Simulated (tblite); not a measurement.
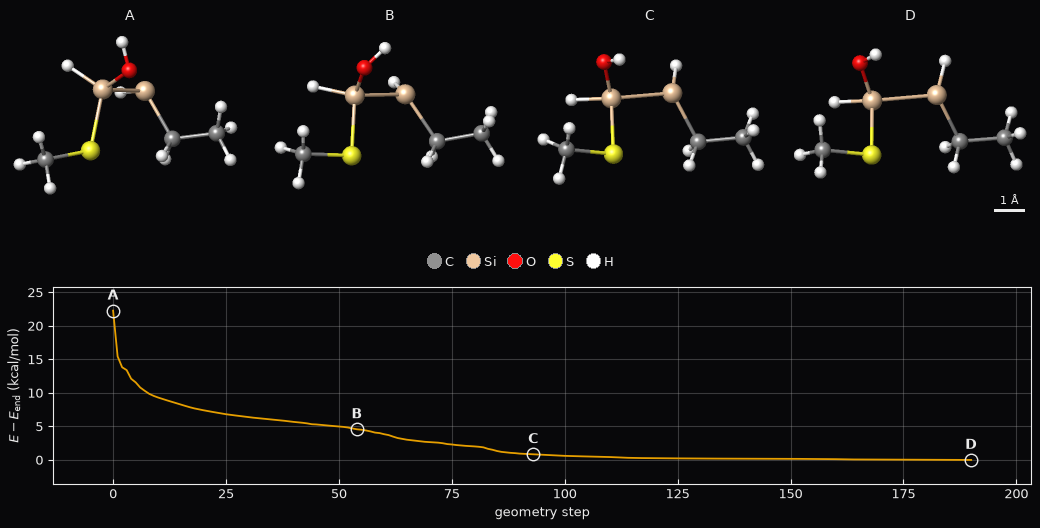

Frames of a relaxation of C$_{3}$H$_{11}$OSSi$_{2}$ (multiplicity 2), marked on the history of the run. The picture is a ball-and-stick view, seen at a tilt.

Method: tblite, GFN2-xTB geometry optimisation, gas phase. 

### What happens along the run?

The atom that moves furthest after the best rigid fit is an H atom (2.20 Å). Largest moves by element: H 2.20 Å, O 1.77 Å, Si 0.98 Å, S 0.59 Å, C 0.54 Å. Near-neighbour distances that change, for instance: O–Si 1.727 → 1.633 Å, C–Si 1.860 → 1.909 Å, H–O 0.997 → 0.953 Å, S–Si 2.141 → 2.185 Å. Among the angles between lasting bonds that change: Si–Si–H 112.6° → 132.3°, Si–S–C 115.4° → 99.1°, O–Si–H 110.8° → 96.1°. Groups turn about O–Si by about 160°, Si–Si by about 85°, C–Si by about 55°. Over 190 geometry steps the energy falls by 22.3 kcal/mol. Cost: 1.8 s on 1 thread of Arm Neoverse V1 (shared host). From step 0 to 54: O and H atoms move most (0.86 Å), energy −17.7 kcal/mol. From step 54 to 93: an H atom moves most (1.05 Å), energy −3.72 kcal/mol. From step 93 to 190: an H atom moves most (0.67 Å), energy −0.85 kcal/mol.
